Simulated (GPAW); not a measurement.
**Dielectric function and optical constants of TiO2 (Rutile)**

Aim: the dielectric function of TiO2 (Rutile), and the optical constants that follow from it.

Program: GPAW 26.7.0. Level of theory: DFT, PBE, plane-wave PAW (GPAW data sets), scalar-relativistic, RPA, optical limit. Results are calculated unless marked as measured.

## (1) Starting point

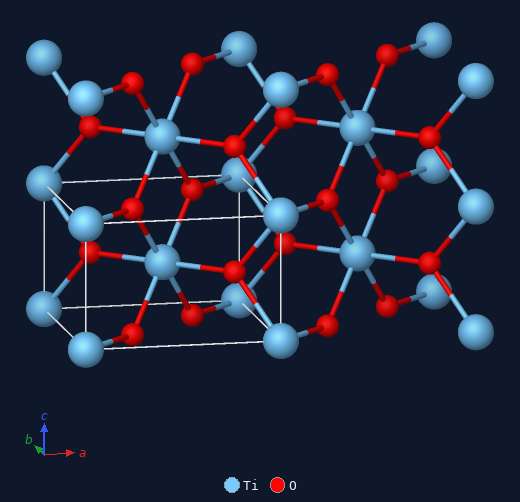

The starting structure, seen slightly off an axis (titanium blue, oxygen red). 2×1×2 cells are drawn. Some periodic images of atoms are drawn too.

Coordinates:

```cif
data_structure
_symmetry_space_group_name_H-M 'P4_2/mnm'
_symmetry_Int_Tables_number 136
_cell_length_a 4.5922
_cell_length_b 4.5922
_cell_length_c 2.9574
_cell_angle_alpha 90.000
_cell_angle_beta 90.000
_cell_angle_gamma 90.000
_cell_volume 62.37
loop_
_atom_site_label
_atom_site_type_symbol
_atom_site_symmetry_multiplicity
_atom_site_Wyckoff_symbol
_atom_site_fract_x
_atom_site_fract_y
_atom_site_fract_z
_atom_site_occupancy
Ti1 Ti 2 a 0.50000 0.50000 0.50000 1
O1 O 4 f 0.80496 0.19504 0.50000 1
```

## (2) Ground state

First the ground state: is it a metal or has it a gap?

This step: DFT, PBE, plane-wave PAW (GPAW data sets), scalar-relativistic, ground state (GPAW 26.7.0).

gs.py reads:

```python
from ase import Atoms
from ase.dft.bandgap import bandgap
from gpaw import GPAW, PW, FermiDirac

atoms = Atoms(['Ti', 'Ti', 'O', 'O', 'O', 'O'],
              cell=[[4.592200000000, 0.000000000000, 0.000000000000],
                    [0.000000000000, 4.592200000000, 0.000000000000],
                    [0.000000000000, 0.000000000000, 2.957400000000]],
              scaled_positions=[[0.500000000000, 0.500000000000, 0.500000000000],
                                [0.000000000000, 0.000000000000, 0.000000000000],
                                [0.804960000000, 0.195040000000, 0.500000000000],
                                [0.695040000000, 0.695040000000, 0.000000000000],
                                [0.195040000000, 0.804960000000, 0.500000000000],
                                [0.304960000000, 0.304960000000, 0.000000000000]],
              pbc=[True, True, True])
atoms.calc = GPAW(mode=PW(550), xc='PBE', kpts={'size': (5, 5, 8), 'gamma': True},
                  occupations=FermiDirac(0.05), maxiter=150, txt='gs.txt')
print('energy (eV)', atoms.get_potential_energy())
print('Fermi level (eV)', atoms.calc.get_fermi_level())
print('valence electrons', atoms.calc.get_number_of_electrons())
print('gap (eV)', bandgap(atoms.calc, output=None)[0])
print('direct gap (eV)', bandgap(atoms.calc, direct=True, output=None)[0])
atoms.calc.write('gs.gpw')
```

Command:

```
OMP_NUM_THREADS=1 python gs.py
```

Numbers of over 12 decimals in the logs are rounded to 6 here.

The log of the run:

```text
__  _  _
 | _ |_)|_||  |
 |__||  | ||/\| - 26.7.0

Versions:
  Python: 3.12.14
  ASE:    3.29.0
  Numpy:  2.5.5
  Scipy:  1.18.1
  Libxc:  7.0.0

Input parameters:
  mode=PW(ecut=550.0),
  kpts=MonkhorstPack(size=(5, 5, 8), gamma=True),
  maxiter=150,
  occupations=Occupations(name='fermi-dirac', width=0.05, fixmagmom=False),
  xc=XC(name='PBE')

Diagonalizing LCAO Hamiltonian
Converting LCAO to pw mode
    .----------.
   /|          |
  / |          |
 *  | O Ti     |
 |  .-----O----.
 | /       O  /
 |/  O       /
 Ti---------*

Atoms  # Å, Bohr magnetons
|   | symbol |        x |        y |        z |    initial magnetic moments |
| 0 |     Ti | 2.296100 | 2.296100 | 1.478700 | ( 0.0000,  0.0000,  0.0000) |
| 1 |     Ti | 0.000000 | 0.000000 | 0.000000 | ( 0.0000,  0.0000,  0.0000) |
| 2 |      O | 3.696537 | 0.895663 | 1.478700 | ( 0.0000,  0.0000,  0.0000) |
| 3 |      O | 3.191763 | 3.191763 | 0.000000 | ( 0.0000,  0.0000,  0.0000) |
| 4 |      O | 0.895663 | 3.696537 | 1.478700 | ( 0.0000,  0.0000,  0.0000) |
| 5 |      O | 1.400437 | 1.400437 | 0.000000 | ( 0.0000,  0.0000,  0.0000) |

Unit cell  # Å
| periodic |        x |        y |        z |  lengths |    angles |
|      yes | 4.592200 | 0.000000 | 0.000000 | 4.592200 | 90.000000 |
|      yes | 0.000000 | 4.592200 | 0.000000 | 4.592200 | 90.000000 |
|      yes | 0.000000 | 0.000000 | 2.957400 | 2.957400 | 90.000000 |

Number of symmetries: 8
Symmetry operations  # r_c * U_cc + t_c -> r_c
|   | kind |            matrix            |
| 0 |  E   |  1, 0, 0,  0, 1, 0,  0, 0, 1 |
| 1 |  σ   |  1, 0, 0,  0, 1, 0,  0, 0,-1 |
| 2 |  σ   |  0, 1, 0,  1, 0, 0,  0, 0, 1 |
| 3 |  C2  |  0, 1, 0,  1, 0, 0,  0, 0,-1 |
| 4 |  σ   |  0,-1, 0, -1, 0, 0,  0, 0, 1 |
| 5 |  C2  |  0,-1, 0, -1, 0, 0,  0, 0,-1 |
| 6 |  C2  | -1, 0, 0,  0,-1, 0,  0, 0, 1 |
| 7 |  i   | -1, 0, 0,  0,-1, 0,  0, 0,-1 |

BZ-sampling:
  Number of BZ points: 200
  Number of IBZ points: 45

  Monkhorst-Pack size: [5, 5, 8]
  Monkhorst-Pack shift: [0.0, 0.0, 0.0625]

K-points  # in reciprocal-cell coordinates
|     |                                coordinates |     weight |
|   0 | (  0.00000000,   0.00000000,   0.00000000) | 0.00500000 |
|   1 | (  0.00000000,   0.00000000,   0.12500000) | 0.01000000 |
|   2 | (  0.00000000,   0.00000000,   0.25000000) | 0.01000000 |
|   3 | (  0.00000000,   0.00000000,   0.37500000) | 0.01000000 |
|   4 | (  0.00000000,   0.00000000,   0.50000000) | 0.00500000 |
|   5 | (  0.20000000,  -0.20000000,   0.00000000) | 0.01000000 |
|   6 | (  0.20000000,  -0.20000000,   0.12500000) | 0.02000000 |
|   7 | (  0.20000000,  -0.20000000,   0.25000000) | 0.02000000 |
|   8 | (  0.20000000,  -0.20000000,   0.37500000) | 0.02000000 |
|   9 | (  0.20000000,  -0.20000000,   0.50000000) | 0.01000000 |
| ... |                                            |            |
|  44 | (  0.40000000,   0.40000000,   0.50000000) | 0.01000000 |

Plane wave coefficients: 1859
Cutoff: 550.0 eV

Spin-components: 1 (collinear spins)
Bands:           33
Projectors:      32
Spin-degeneracy: 2
Datatype:        complex128

Parallelization:
  kpt:    1
  domain: 1
  band:   1

Density:
  Valence electrons: 48.0
  Components: 1
  Grid points: [25 25 16]
  Charge: 0.0  # |e|

Potential:
  Grid points: [25 25 16]

species:
  Ti:
    name:    Titanium
    id:
    Z:       22.0
    valence: 12
    core:    10
    charge:  0.0  # [|e|]
    compensation charges:
      type: gauss
      rc: 0.38  # [Å]
      lmax: 2
    cutoffs:
      filter: 2.23  # [Å]
      core: 1.02  # [Å]
    projectors
    | kind |    occ | energy [eV] | rcut [Å] |
    |   3s |  2.000 |     -62.623 |    1.270 |
    |   4s |  2.000 |      -4.466 |    1.270 |
    |   3p |  6.000 |     -38.862 |    1.058 |
    |   4p |  0.000 |      -1.466 |    1.058 |
    |   3d |  2.000 |      -4.258 |    1.058 |
    |    d |        |      22.953 |    1.058 |

    Using partial waves for Ti as LCAO basis

  O:
    name:    Oxygen
    id:
    Z:       8.0
    valence: 6
    core:    2
    charge:  0.0  # [|e|]
    compensation charges:
      type: gauss
      rc: 0.21  # [Å]
      lmax: 2
    cutoffs:
      filter: 1.17  # [Å]
      core: 0.83  # [Å]
    projectors
    | kind |    occ | energy [eV] | rcut [Å] |
    |   2s |  2.000 |     -23.961 |    0.688 |
    |   2p |  4.000 |      -9.029 |    0.598 |
    |    s |        |       3.251 |    0.688 |
    |    p |        |      18.182 |    0.598 |
    |    d |        |       0.000 |    0.619 |

    Using partial waves for O as LCAO basis

Reference energy: -54611.437768  # eV

eigensolver:
  PPCG
  Converge bands: occupied
  niter=2

density mixing:
  MSR1-Mixer
  Pratt-step length: 0.05
  Maximum mixing coefficient: 0.75
  Old densities: 10
  SVD Regularization: 0.005
  Good broyden scale: 1.0
  Trust region scale: 1.0
  Backstep threshold: 4.0
  History deletion threshold: 6.0
  Fourier metric: weight=20.0, sigma=0.015

occupation numbers:
  Fermi-Dirac:
    width: 0.0500  # eV

poisson solver:
  ecut: 4400.0  # eV

xc functional:
  name: PBE with 2 nearest neighbor stencil

convergence criteria:
- Maximum [total energy] change in last 3 cyles: 0.0005 eV / valence electron
- Maximum integral of absolute [dens]ity change: 0.0001 electrons / valence electron
- Maximum integral of absolute [eigenst]ate change: 4e-08 eV^2 / valence electron
maximum number of iterations: 150

SCF iterations
|iter     |      energy | eigst |  dens |
|iter:   1||  -60.429888 | -0.30 |       |
|iter:   2||  -57.458991 | -1.46 | -0.79 |
|iter:   3||  -51.973206 | +0.13 | -0.85 |
|iter:   4||  -51.420507 | -0.93 | -1.30 |
|iter:   5||  -51.388456 | -1.83 | -1.57 |
|iter:   6||  -51.384146 | -3.21 | -2.00 |
|iter:   7||  -51.383394c| -3.84 | -2.72 |
|iter:   8||  -51.383440c| -4.94 | -3.32 |
|iter:   9||  -51.383394c| -5.42 | -3.48 |
|iter:  10||  -51.383395c| -6.43 | -4.02c|
|iter:  11||  -51.383396c| -7.27 | -4.28c|
|iter:  12||  -51.383396c| -7.71c| -4.94c|

Converged in 12 steps
SCF loop duration: 43.303 s (3.609 s/step)
Energy contributions relative to reference atoms: (reference = -54611.437768)

Energy contributions:
  Kinetic:          55.403535
  Coulomb:         -63.683740
  Zero:              0.733921
  External:          0.000000
  Xc:              -43.837111
  Entropy:          -0.000000
  Spinorbit:         0.000000
  ----------------------------
  Free energy:     -51.383396
  Extrapolated:    -51.383396

dipole moment: (-14.812404, -14.812404, -26.148411)  # |e|*Ang

Fermi level: 6.557
Eigenvalues  # (at kpt = [0.000, 0.000, 0.000])
| band index |      eig [eV] | occ [0-2] |
|          0 |       -51.199 |     2.000 |
|        ... |               |           |
|         16 |         1.830 |     2.000 |
|         17 |         3.102 |     2.000 |
|         18 |         3.102 |     2.000 |
|         19 |         3.681 |     2.000 |
|         20 |         4.943 |     2.000 |
|         21 |         5.203 |     2.000 |
|         22 |         5.203 |     2.000 |
|         23 |         5.654 |     2.000 |
|         24 |         7.560 |     0.000 |
|         25 |         7.868 |     0.000 |
|         26 |         8.094 |     0.000 |
|         27 |         8.184 |     0.000 |
|         28 |         8.184 |     0.000 |
|         29 |        10.076 |     0.000 |
|         30 |        10.263 |     0.000 |
|         31 |        12.321 |     0.000 |
|         32 |        13.489 |     0.000 |

Gap: 1.906 eV
Transition (v -> c):
  (s=0, k=0, n=23, [0.00, 0.00, 0.00]) -> (s=0, k=0, n=24, [0.00, 0.00, 0.00])
No difference between direct/indirect transitions

--- standard output ---
energy (eV) -51.383396
Fermi level (eV) 6.557455
valence electrons 48.0
gap (eV) 1.906112
direct gap (eV) 1.906112
```

Run time: 48 s. Hardware: 1 thread of Arm Neoverse V2, shared host; peak memory 0.21 GiB.

Numbers from this step:

| Quantity | Value |
| --- | --- |
| energy | -51.3834 eV |
| Fermi energy | 6.557 eV |
| gap on the k-mesh | 1.906 eV |
| direct gap on the mesh | 1.906 eV |
| electrons | 48 |

There is a gap, 1.91 eV on this mesh (points off the mesh can give less), so no carriers' term is needed.

## (3) Bands for the response

At the fixed density, many empty bands are solved on the mesh of the response, since the spectrum sums over them.

This step: DFT, PBE, plane-wave PAW (GPAW data sets), scalar-relativistic, bands at fixed density (GPAW 26.7.0).

nscf.py reads:

```python
from ase.dft.bandgap import bandgap
from gpaw import GPAW, FermiDirac

calc = GPAW('gs.gpw').fixed_density(kpts={'size': (6, 6, 10), 'gamma': True}, nbands=65, convergence={'bands': 59},
                                    occupations=FermiDirac(0.001), txt='nscf.txt')
print('gap (eV)', bandgap(calc, output=None)[0])
print('direct gap (eV)', bandgap(calc, direct=True, output=None)[0])
print('top band over the Fermi level (eV)', min(calc.get_eigenvalues(kpt=k)[58] for k in range(len(calc.get_ibz_k_points()))) - calc.get_fermi_level())
calc.write('full.gpw', mode='all')
```

Command:

```
OMP_NUM_THREADS=1 python nscf.py
```

The log of the run:

```text
Diagonalizing LCAO Hamiltonian
Converting LCAO to pw mode
convergence criteria:
- Maximum integral of absolute [eigenst]ate change: 4e-08 eV^2 / valence electron
maximum number of iterations: 150

SCF iterations
|iter     |      energy | eigst |  dens |
|iter:   1||             | +2.93 |       |
|iter:   2||             | +1.72 |       |
|iter:   3||             | +0.42 |       |
|iter:   4||             | -0.75 |       |
|iter:   5||             | -1.74 |       |
|iter:   6||             | -2.63 |       |
|iter:   7||             | -3.54 |       |
|iter:   8||             | -4.41 |       |
|iter:   9||             | -5.33 |       |
|iter:  10||             | -6.20 |       |
|iter:  11||             | -7.03 |       |
|iter:  12||             | -7.53c|       |
SCF steps: 12
  __  _  _
 | _ |_)|_||  |
 |__||  | ||/\| - 26.7.0

Versions:
  Python: 3.12.14
  ASE:    3.29.0
  Numpy:  2.5.5
  Scipy:  1.18.1
  Libxc:  7.0.0

Input parameters:
  mode=PW(ecut=550.0),
  convergence={'bands': 59},
  gpts=array([25, 25, 16]),
  kpts=MonkhorstPack(size=(6, 6, 10), gamma=True),
  maxiter=150,
  nbands=65,
  occupations=Occupations(name='fermi-dirac', width=0.001, fixmagmom=False),
  parallel={},
  xc=XC(name='PBE')

--- standard output ---
gap (eV) 1.906112
direct gap (eV) 1.906112
top band over the Fermi level (eV) 29.798019356689
```

Elapsed: 2.6 min, on 1 thread; peak memory 0.35 GiB.

## (4) Dielectric function, RPA

Local fields let the induced charge screen the field inside the cell, which as a rule lowers ε, most along directions where the density is uneven.

This step: DFT, PBE, plane-wave PAW (GPAW data sets), scalar-relativistic, RPA, optical limit (GPAW 26.7.0).

df.py reads:

```python
from gpaw.response.df import DielectricFunction

df = DielectricFunction('full.gpw', frequencies={'type': 'nonlinear', 'domega0': 0.03, 'omega2': 8},
                        ecut=50,
                        eta=0.12,
                        nbands=59,
                        txt='df.txt')
for direction in ['x', 'z']:
    df.get_dielectric_function(xc='RPA', direction=direction, filename=f'df_{direction}.csv')
```

Command:

```
OMP_NUM_THREADS=1 python df.py
```

The log of the run:

```text
Using integrator: PointIntegrator
NonLinearFrequencyDescriptor(from 0.000 to 90.926 eV, 532 points)
Nonperiodic BCs:  [False False False]
Using integrator: PointIntegrator
NonLinearFrequencyDescriptor(from 0.000 to 90.926 eV, 532 points)
Nonperiodic BCs:  [False False False]

Calculating chi0 body with:
    Ground state adapter containing:
    Number of spins: 1
    Number of kpoints: 360
    Number of irreducible kpoints: 78
    Number of completely occupied states: 24
    Number of partially occupied states: 24

    Linear response parametrization:
    q_c: [0.0, 0.0, 0.0]
    Number of frequency points: 532
    Planewave cutoff: 50.0
    Number of bands: 59
    Number of planewaves: 47
    Broadening (eta): 0.12

Integrating chi0 body.

Symmetries of q_c:
    Direct symmetries (Uq -> q): 8
    Indirect symmetries (TUq -> q): 0
In total 8 allowed symmetries.

78 groups of equivalent kpoints. 78.333333% reduction.

Integral kind: spectral function

Calculating chi0 optical extensions with:
    Ground state adapter containing:
    Number of spins: 1
    Number of kpoints: 360
    Number of irreducible kpoints: 78
    Number of completely occupied states: 24
    Number of partially occupied states: 24

    Linear response parametrization:
    Number of frequency points: 532
    Planewave cutoff: 50.0
    Number of bands: 59
    Number of planewaves: 47
    Broadening (eta): 0.12
Integrating chi0 head and wings.

Symmetries of q_c:
    Direct symmetries (Uq -> q): 8
    Indirect symmetries (TUq -> q): 0
In total 8 allowed symmetries.

78 groups of equivalent kpoints. 78.333333% reduction.

Integral kind: spectral function wings
```

Wall time 24 s (1 thread); peak memory 0.29 GiB.

Read-outs, printed or worked out from the files:

* electronic dielectric constant ε∞, mean over x, y and z (by symmetry where fewer were run): 6.960

Some rows of df_x.csv (energy; Re and Im without local fields; Re and Im with them):

```text
0.000000, 6.746275, 0.000000, 6.543331, 0.000000
0.429336, 6.799482, 0.030329, 6.593761, 0.028737
0.878195, 6.979988, 0.068503, 6.764651, 0.064787
1.347938, 7.352373, 0.128377, 7.116227, 0.120953
1.840057, 8.093470, 0.259221, 7.812000, 0.242232
2.356191, 9.753689, 0.812678, 9.360120, 0.744987
2.898142, 12.157430, 6.551488, 11.687430, 6.005662
3.467895, 6.596676, 8.337024, 6.877195, 7.611005
4.067647, 3.636331, 7.699564, 4.014840, 7.609368
4.699832, 1.321171, 6.669717, 1.534791, 6.816692
5.367152, 1.337403, 3.548342, 1.230532, 3.768842
6.072622, 2.873849, 3.205572, 2.471413, 3.268769
6.819608, 3.575768, 4.821937, 3.360107, 4.547312
7.611886, 0.622884, 6.292748, 0.755578, 6.021969
8.453705, -1.437958, 3.331553, -1.121593, 3.609492
9.349861, -0.224847, 1.775327, -0.150574, 1.968855
10.305790, 0.198894, 1.257244, 0.024057, 1.390320
11.327680, 0.856921, 0.937274, 0.614665, 1.061654
12.422601, 1.166893, 1.138850, 0.888801, 1.061158
13.598673, 0.566914, 1.503647, 0.391563, 1.295756
```

The Im ε has structure finer than the step of the table below, so its rows give means over 1 eV, whole bins alone (the curve runs from 0 to 14.0 eV). Peaks (eV: height): E ∥ x 4.0: 7.91, 7.6: 6.02; E ∥ z 3.8: 10.9, 7.4: 12.0.

Sum at mesh points, not converged in k; values under the direct gap are tails of Lorentzian lines. Table of Im ε by photon energy; means over each step:

```tsv
photon energy (eV)	E ∥ x	E ∥ z
1	0.0813	0.103
2	0.424	0.571
3	5.43	6.77
4	7.36	9.39
5	5.40	4.95
6	3.48	4.73
7	4.87	7.62
8	4.95	7.90
9	2.32	3.86
10	1.62	1.68
11	1.23	0.859
12	1.17	0.557
13	1.43	0.769
```

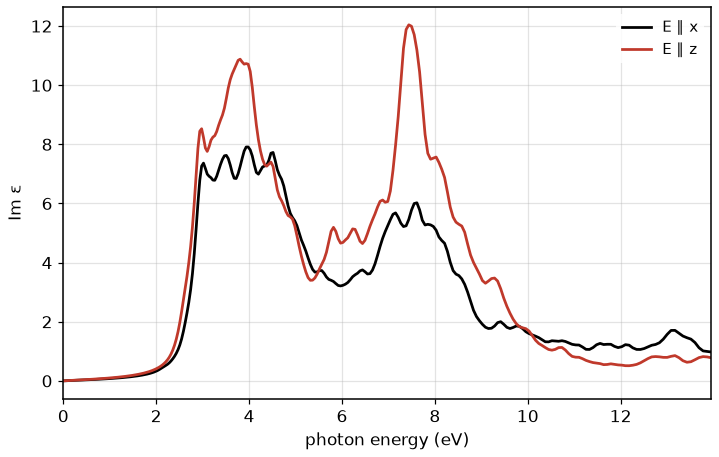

Im ε, plotted against photon energy.

Sum at mesh points, not converged in k. Reflectivity at normal incidence against photon energy; read off at these points:

```tsv
photon energy (eV)	E ∥ x (%)	E ∥ z (%)
0.0	19.2	22.3
1.0	20.0	23.2
2.0	23.2	26.8
3.0	33.2	35.4
4.0	31.8	38.4
4.5	32.6	32.5
5.0	28.4	26.3
6.0	16.7	22.6
7.0	25.0	27.5
8.0	33.4	44.1
8.8	38.5	50.0
9.0	33.1	48.9
9.7	20.0	54.8
10.0	20.5	52.1
11.0	11.3	45.4
12.0	6.89	15.7
13.0	8.52	5.64
13.6	11.5	3.12
```

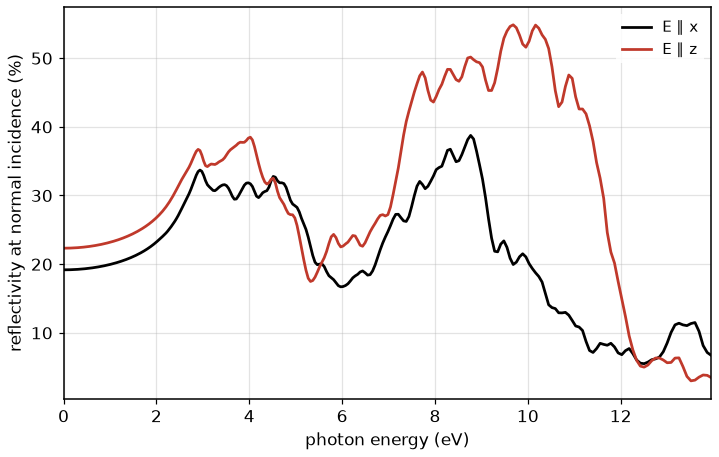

Reflectivity at normal incidence against photon energy.

The loss function −Im 1/ε at q → 0 has structure finer than the step of the table below, so its rows give means over 1 eV, whole bins alone (the curve runs from 0 to 14.0 eV). Peaks (eV: height): E ∥ x 5.4: 0.240, 11.2: 0.777, 13.7: 0.792; E ∥ z 11.9: 1.84.

Sum at mesh points, not converged in k; values under the direct gap are tails of Lorentzian lines. Table of loss function −Im 1/ε at q → 0 by energy loss; means over each step:

```tsv
energy loss (eV)	E ∥ x	E ∥ z
1	0.00169	0.00150
2	0.00557	0.00495
3	0.0436	0.0375
4	0.0960	0.0913
5	0.183	0.168
6	0.203	0.126
7	0.157	0.0928
8	0.199	0.118
9	0.406	0.174
10	0.623	0.259
11	0.719	0.673
12	0.609	1.50
13	0.495	0.822
```

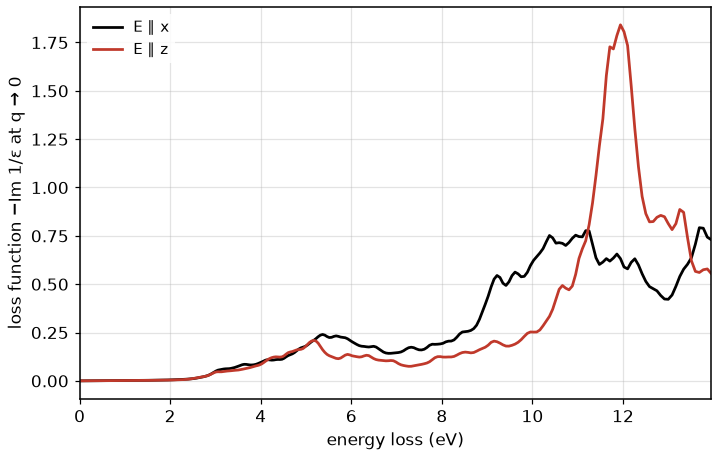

Loss function −Im 1/ε at q → 0 against energy loss.

The Im ε, E ∥ x has structure finer than the step of the table below, so its rows give means over 1 eV, whole bins alone (the curve runs from 0 to 14.0 eV). Peaks (eV: height): without local fields 3.5: 8.34, 3.9: 8.17, 7.6: 6.29; with local fields 4.0: 7.91, 7.6: 6.02.

Sum at mesh points, not converged in k; values under the direct gap are tails of Lorentzian lines. The Im ε, E ∥ x by photon energy; means over each step:

```tsv
photon energy (eV)	without local fields	with local fields
1	0.0861	0.0813
2	0.459	0.424
3	5.94	5.43
4	7.56	7.36
5	5.20	5.40
6	3.45	3.48
7	5.19	4.87
8	5.08	4.95
9	2.13	2.32
10	1.40	1.62
11	1.08	1.23
12	1.20	1.17
13	1.60	1.43
```

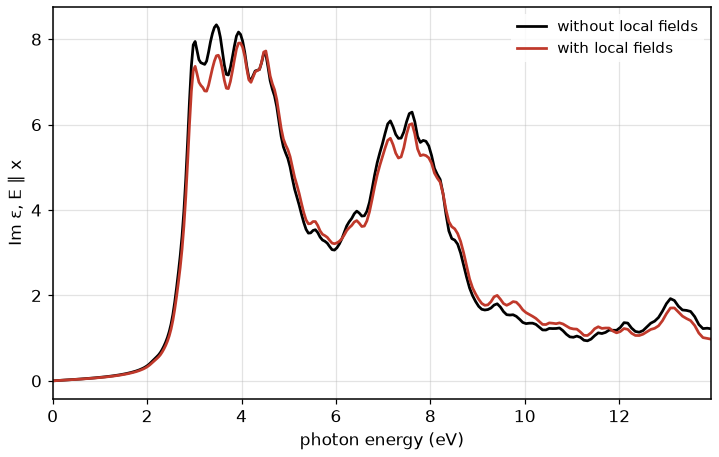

Im ε, E ∥ x against photon energy.

From ε follow the optical constants at some laser and lamp lines:

```tsv
wavelength (nm)	n x	k x	R (%) x	1/α x	n z	k z	R (%) z	1/α z
800	2.71	0.029	21.3	2.2 µm	2.97	0.034	24.6	1.9 µm
532	3.04	0.114	25.6	371 nm	3.38	0.140	29.6	302 nm
450	3.45	0.475	31.1	75 nm	3.77	0.634	34.9	56 nm
405	3.17	1.130	32.1	29 nm	3.41	1.155	34.3	28 nm
365	2.99	1.232	31.4	24 nm	3.33	1.334	35.1	22 nm
308	2.57	1.516	31.7	16 nm	2.64	1.978	38.5	12 nm
193	1.91	0.980	19.0	16 nm	2.24	1.043	22.7	15 nm
```

Below the direct gap, k and the depth come from the tails of the Lorentzian lines, not from transitions.

Rows near the edge hang on the gap, which this functional as a rule makes too small, and phonon-assisted absorption is left out.

## (5) Results

```json
{
  "electronic dielectric constant ε∞, mean over x, y and z (by symmetry where fewer were run) (RPA)": "6.96"
}
```

At this level (PBE, RPA) TiO2 has a mean ε∞ = 6.96 and n = 2.59 at 1550 nm (E ∥ x). On the mesh the gap is 1.91 eV and the least direct gap 1.91 eV. Local fields change the static value along x from 6.75 to 6.54 (-3 %). The static values by axis are 6.54 (x), 7.79 (z). Excitons and phonon-assisted transitions are missing; PBE gaps are as a rule too small, which pulls the onset down and ε∞ up. In this version of GPAW the matrix elements of the optical limit are incomplete, which can lower ε − 1 by up to a tenth where first-row anions or d states rule, and shift it by more in d metals. The sum runs over mesh points 0.23 Å⁻¹ apart with no interpolation, so peaks are partly noise of the mesh and static values carry its error.

[Machine, clock and banner lines and Python warnings are left out of the logs.]

[Logs are printed without paths, hosts, clocks, repeated set-up lines and the standing remarks that a program may print on its own settings, such as how far it seeks lower states.]

[Hosts, paths, dates, database ids (printed as entryN), source tags and the programs' standing remarks are cut or masked in the printed files.]
